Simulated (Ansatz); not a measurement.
As2PtS2 (heterobilayer), computed twice by G0W0.

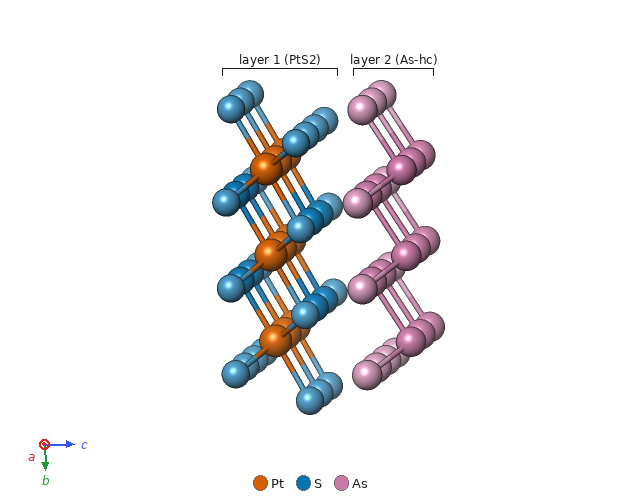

The structure (platinum orange, sulfur blue, arsenic pink). 2×2×1 cells are drawn. Some periodic images of atoms are drawn too.

The cell holds 5 atoms: 1 Pt, 2 S and 2 As. Its edges and angles: a = 3.601 Å, b = 3.601 Å, c = 35.100 Å, α = 90.0°, β = 90.0°, γ = 120.0°. Regions: layer 1 (PtS2), 3 atoms (1 Pt and 2 S); layer 2 (As-hc), 2 atoms (2 As). Vacuum lies along c.

```xyz
5
Lattice="3.6009 0.0000 0.0000 -1.8004 3.1185 0.0000 0.0000 0.0000 35.1000" Properties=species:S:1:pos:R:3
Pt    0.0000    0.0000   15.8050
S     0.0000    2.0790   17.0029
S     1.8004    1.0395   14.5770
As    0.0000    0.0000   20.5230
As    1.8004    1.0395   19.1621
```

The structure was relaxed with PBE-D3(BJ). The runs that relaxed it are not among those shown. Spin-orbit coupling is left out unless a run names it.

The first (Ansatz 0.2.0; start PBE, 6×6×1 mesh, 581 empty bands, screening to 75 eV, PAW set soft_1 files; 4 threads of Arm Neoverse V1, shared host) gave, on its mesh: starting gap 0.55 eV, G0W0 gap 1.17 eV, mean of 1 + 4πα/V (set by the cell height) 4.37, 12 min.

The second gave: starting gap 0.55 eV, G0W0 gap 1.13 eV, mean of 1 + 4πα/V (set by the cell height) 4.51, 1.9 min.

Question: What was changed in the input? Choose among start, files, mesh, bands and cutoff, frequency model or another key.

Changed: empty bands from 581 to 234 and screening cutoff (eV) from 75.0 to 41. The starting gap stayed, which rules out the functional and points to the GW step. Other changes could give like numbers; this is the one that was made.

Limits: not at the basis limit; coarse mesh for a sheet; no spin polarisation; d states lean on the start; no spin-orbit coupling.

[Paths, hosts, dates, memory and timing lines, banners, echoed tables and standing remarks are left out of the program output.]

[Logs are printed without paths, hosts, clocks, repeated set-up lines and the standing remarks that a program may print on its own settings, such as how far it seeks lower states.]

[Runs of the session that timed out or met a known fault of the program may be left out.]

[Cells called generated may have been cut or substituted from an entry of the Crystallography Open Database or the Materials Project.]

[Hosts, paths, dates, database ids (printed as entryN), source tags and the programs' standing remarks are cut or masked in the printed files.]
